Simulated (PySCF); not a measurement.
Excited-state calculation of C$_{2}$H$_{3}$Ga

C$_{2}$H$_{3}$Ga, SMILES C#[C][GaH2], computed with TDDFT PBE0/def2-TZVPD, vertical, gas phase, core orbitals frozen in the response (PySCF 2.14.0).

The geometry comes from this level: PBE0-D3(BJ)/def2-SVP.

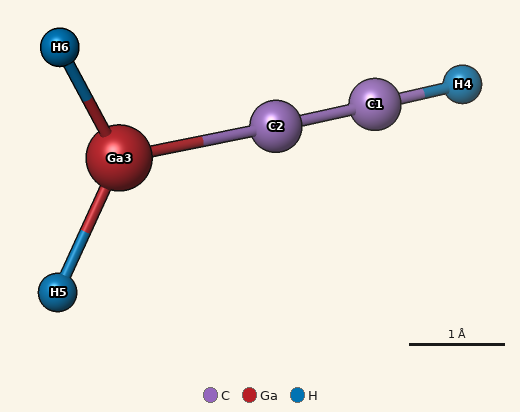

Fig. 1: The input geometry (ball-and-stick view, seen at a tilt; atoms are numbered from 1 in the order of the input). Sticks mark near contacts. Bond lengths as drawn: C–C 1.22 Å, C–Ga 1.92 Å, C–H 1.08 Å and Ga–H 1.56 Å.

## The input
```
{"job": {"kind": "uv", "xc": "PBE0", "basis": "def2-TZVPD"}, "charge": 0, "multiplicity": 1}
C     -1.579008     0.176957     1.039129
C     -0.524766     0.070971     0.432696
Ga     1.122216    -0.127927    -0.527501
H     -2.506164     0.263644     1.578956
H      1.547274     1.007382    -1.513432
H      1.964890    -1.420679    -0.281583
```

The first line tells a small driver script what to run in PySCF; the rest is the geometry in Å.

Hardware: 1 CPU thread, shared host.

Run as:
```bash
OMP_NUM_THREADS=1 python <driver script> task.json out
```

## What the program printed
```
coarse grid: 25192 points
cycle   1  E = -2002.3816877177  dE = -3.298e-01  |g| = 7.984e-01  |ddm| = 4.143e+00
cycle   2  E = -2002.3280451060  dE =  5.364e-02  |g| = 1.066e+00  |ddm| = 4.119e+00
cycle   3  E = -2002.4564979087  dE = -1.285e-01  |g| = 3.291e-02  |ddm| = 2.568e+00
cycle   4  E = -2002.4562397883  dE =  2.581e-04  |g| = 4.548e-02  |ddm| = 9.869e-02
cycle   5  E = -2002.4567552988  dE = -5.155e-04  |g| = 7.202e-03  |ddm| = 4.299e-02
cycle   6  E = -2002.4567685563  dE = -1.326e-05  |g| = 8.762e-04  |ddm| = 1.311e-02
cycle   7  E = -2002.4567687815  dE = -2.252e-07  |g| = 3.147e-04  |ddm| = 2.278e-03
final grid: 51824 points
cycle   8  E = -2002.4567660219  dE =  4.813e-09  |g| = 3.720e-04  |ddm| = 2.111e-02
cycle   9  E = -2002.4567659755  dE =  4.634e-08  |g| = 5.610e-04  |ddm| = 1.583e-03
cycle  10  E = -2002.4567660523  dE = -7.678e-08  |g| = 1.589e-04  |ddm| = 6.522e-04
cycle  11  E = -2002.4567660586  dE = -6.327e-09  |g| = 2.799e-06  |ddm| = 1.757e-04
cycle  12  E = -2002.4567660586  dE =  7.276e-12  |g| = 8.729e-07  |ddm| = 1.905e-05
```

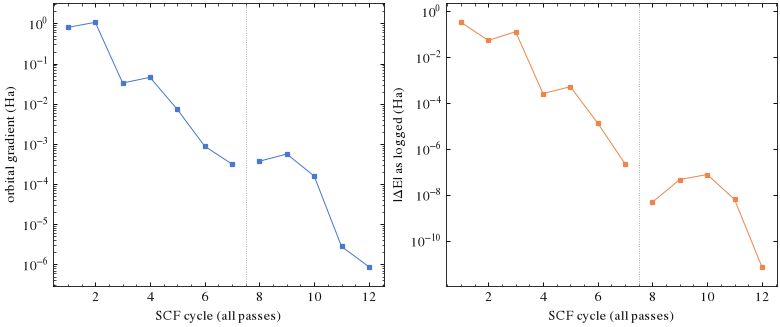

Fig. 2: Convergence of the self-consistent field: orbital gradient and size of the energy change against the SCF cycle. The dotted line marks the change from a coarse to the final integration grid. The first 7 cycles use a coarse grid, the final grid takes over at cycle 8, and the field converges after 12 cycles in all.

```
converged SCF energy = -2002.4567660586

Static polarisability (au): isotropic 52.659, principal 37.645 46.802 73.531

Singlet excitations
state   eV       nm        f      main configurations
  1   4.4079    281.3   0.00000   H->L 0.98
  2   5.2765    235.0   0.06266   H-1->L 0.89, H->L+2 0.09
  3   5.6150    220.8   0.00000   H-2->L 0.98
  4   6.3704    194.6   0.01710   H-3->L 0.99
  5   6.6258    187.1   0.00000   H-1->L+2 0.90
  6   7.2183    171.8   0.20064   H->L+2 0.49, H-1->L+5 0.32
  7   7.2932    170.0   0.00218   H->L+1 0.82, H->L+2 0.09
  8   7.3832    167.9   0.00001   H->L+5 0.89
  9   7.6470    162.1   0.07445   H->L+3 0.90
 10   7.6916    161.2   0.05893   H-1->L+1 0.82

Triplet excitations (Tamm-Dancoff, eV): 4.1317 4.1794 5.1261 5.2453
```

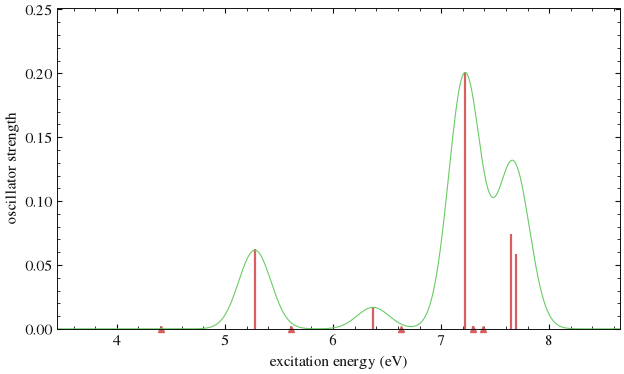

Fig. 3: Computed excitations as sticks (degenerate states added up, dark ones marked on the axis), with a Gaussian envelope of 0.35 eV full width at half maximum, scaled to the tallest. Of the 10 states the lowest lies at 4.41 eV (f = 0.000); the strongest line is at 7.22 eV, or 172 nm (f = 0.201).

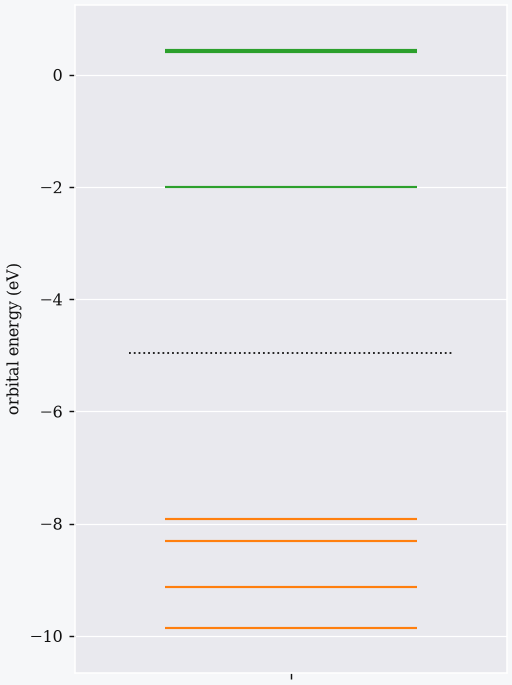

Fig. 4: Orbital energies near the frontier; the dotted line parts filled from empty levels, and levels within 0.02 eV of each other stand side by side. Highest filled −7.91 eV, lowest empty −2.00 eV, 5.91 eV apart.

## Summary

| quantity | value |
| --- | --- |
| outcome | converged |
| total energy | −2002.456766 hartree |
| HOMO | −7.91 eV |
| LUMO | −2.00 eV |
| dipole moment | 0.19 D |
| mean polarisability | 52.66 a.u. |
| lowest singlet excitation | 4.41 eV |
| wall time | 9.2 s |
| peak memory | 0.64 GiB |

Spin–orbit coupling is left out, which matters for the heavy atoms.
